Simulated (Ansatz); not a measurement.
**H3NOSi: density, localisation and related maps**

Input file:

```
crystal:
  periodic: [false, false, false]
  atoms:
    - { symbol: "N", position_ang: [-0.8213, -0.0076, -0.2625] }
    - { symbol: Si, position_ang: [0.6374, -0.6158, -0.6793] }
    - { symbol: O, position_ang: [1.4889, -0.1964, 0.6419] }
    - { symbol: H, position_ang: [-1.4774, -0.1264, -1.0139] }
    - { symbol: H, position_ang: [-0.7999, 1.0436, -0.215] }
    - { symbol: H, position_ang: [1.0145, -0.1612, 1.4826] }
basis:
  gaussian: { orbitals: def2-SVP }
hamiltonian:
  xc: pbe
  dispersion: d4
relax:
  f_tol: 0.015
  max_steps: 40
output:
  orbitals: {}
```

Run with:

```sh
ansatz run input.yaml --threads 1 --pin off --max-ram 2048MiB --backend cpu --events-out ev --progress --plain --runs-dir out
```

The fields are those of the relaxed geometry.

Method: RKS PBE-D4/def2-SVP in Ansatz.

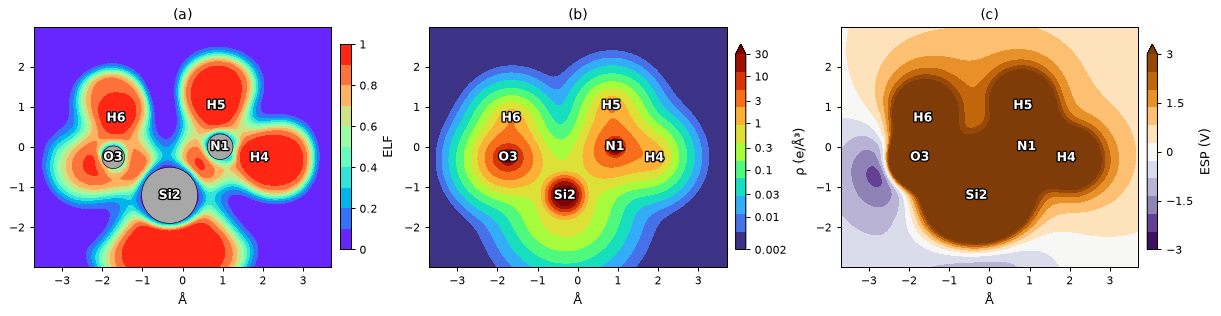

Figure 1. (a) ELF; (b) total electron density; (c) electrostatic potential on the molecular plane. Grey discs cover the atomic cores in the ELF map.

Q: Read the bonding off the picture.

A:
- Atoms in the plane: N, Si, O and H.
- Si–O (1.69 Å): ρ at the midpoint is about 0.99 e/Å³; the ELF peaks at about 0.85 between the atoms; a shared but strongly polarised pair.
- Si–N (1.75 Å): ρ at the midpoint is about 1 e/Å³; the ELF peaks at about 0.90 between the atoms; a polar covalent bond.
- O–H (0.98 Å): ρ is about 3.5 e/Å³ halfway; the ELF climbs to about 1 towards the hydrogen, as it does in any bond to H: an ordinary covalent bond to hydrogen.
- N–H (1.02 Å): ρ at the midpoint is about 2.7 e/Å³; the ELF climbs to about 1 towards the hydrogen: a covalent bond by its length.
- The ELF also peaks beside Si2 and O3, away from the bonds: lone-pair regions.
- Outside the dense part of the molecule the potential is most negative (−2.1 V) near O3.

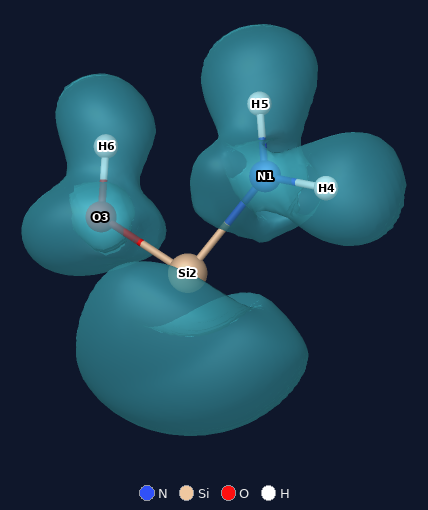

Figure 2. Isosurface of the electron localisation function at 0.75 (cyan), seen at a tilt. Core shells and regions of very low density are left out.

Q: Describe the localisation domains.

A: The ELF exceeds this value in one lobe on Si, pointing away from the bonds (lone pairs), one joined region spread over several atoms (H, N), in which their bonds and any lone pairs are merged and one joined region spread over several atoms (H, O), in which their bonds and any lone pairs are merged.

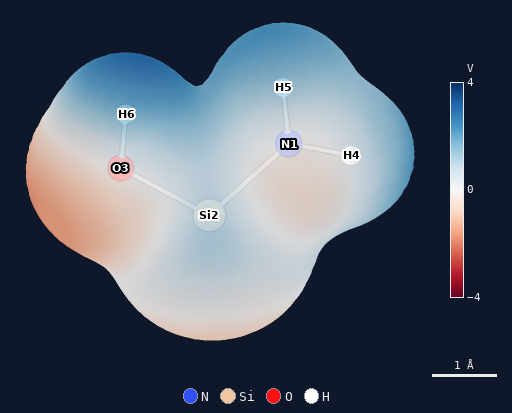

Figure 3. The molecular electrostatic potential painted on the density surface at 0.004 e/bohr³, seen at a tilt; red is negative and blue positive.

Q: Where is the surface potential most negative and most positive?

A: The most negative region (about −1.8 V, or −42 kcal/mol for a unit charge) lies over O3, the most positive (about +3.1 V, or +71 kcal/mol for a unit charge) over H6. O3 is the likeliest acceptor of a hydrogen bond.
